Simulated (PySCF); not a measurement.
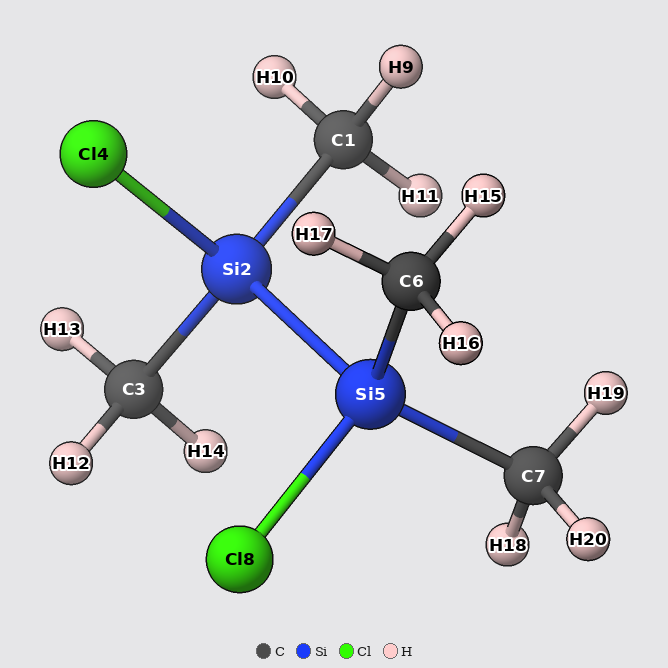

The geometry was computed by an optimisation with PBE0-D3(BJ)/def2-SVP. No frequency run is at hand to confirm it as a minimum. Level of theory: delta-SCF UKS SCAN, pcX-2 on the ionised atom, pcseg-1 elsewhere, spin-free X2C (PySCF 2.14.0).

Give the core-electron binding energies (to vacuum; p and d levels without spin–orbit splitting) of C1 1s, Si2 1s, Si2 2p, Cl4 1s, Cl4 2p.

| atom | level | binding energy (eV) |
| --- | --- | --- |
| C1 | 1s | 290.4 |
| Si2 | 1s | 1846.7 |
| Si2 | 2p | 107.1 |
| Cl4 | 1s | 2827.9 |
| Cl4 | 2p | 205.9 |
